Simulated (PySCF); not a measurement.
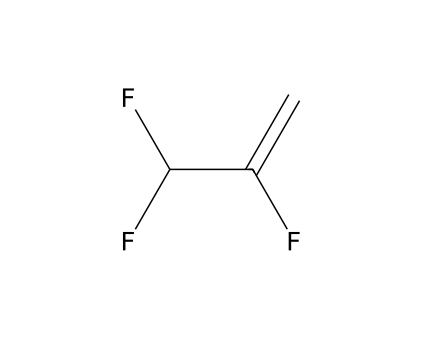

Computed geometry: PBE0-D3(BJ)/def2-SVP optimisation. No frequency run is at hand to confirm it as a minimum. Level of theory: EOM-CCSD/aug-cc-pVDZ, gas phase (PySCF 2.14.0).

Computed properties:

The species is C3H3F3 (`C=C(F)C(F)F`).
- T1 diagnostic: 0.013

The run may have ended in an electronic state that isn't the lowest.
